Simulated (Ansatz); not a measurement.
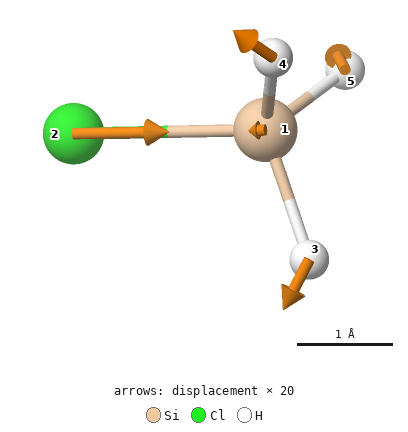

A relaxation of SiH₃Cl. The starting structure is drawn; orange arrows show the displacements, magnified 20 times. The two geometries are superimposed by the best rigid fit.

The picture is a ball-and-stick view, seen at a tilt.

The run prepares the start of a later molecular dynamics calculation, from a guessed geometry.

Method: RKS CAM-B3LYP-D4/def2-SVP in Ansatz 0.2.0.

The input:
```yaml
crystal:
  periodic: [false, false, false]
  atoms:
    - { symbol: Si, position_ang: [0.0, 0.0, 0.0] }
    - { symbol: Cl, position_ang: [0.0, 0.0, 2.13] }
    - { symbol: H, position_ang: [1.3768, 0.0, -0.4862] }
    - { symbol: H, position_ang: [-0.6877, 1.1914, -0.4862] }
    - { symbol: H, position_ang: [-0.6877, -1.1914, -0.4862] }
basis:
  gaussian: { orbitals: def2-SVP }
hamiltonian:
  xc: cam_b3lyp
  dispersion: d4
relax:
  f_tol: 0.02
  max_steps: 40
```

Run as
```bash
ansatz run input.yaml --threads 1 --pin off --max-ram 2048MiB --backend cpu --events-out ev --progress --plain --runs-dir out
```

> Atoms of which element are displaced furthest, and by how much?

Chlorine: up to 0.053 Å, against 0.031 Å for hydrogen.

> Describe the change and its energy.

The energy falls by 5.20 kJ/mol in 3 accepted moves (4 points after the start). Largest force component: 1.2 eV/Å at the start, 0.0019 eV/Å at the end. The line search rejected the trial step at point 2 of the run. The atom that moves furthest after the best rigid fit is Cl2 (0.053 Å). By element the largest moves are Cl 0.053 Å, H 0.031 Å, Si 0.010 Å. Among the contacts that change: Si1–Cl2 2.130 → 2.067 Å, Si1–H3 1.460 → 1.483 Å.
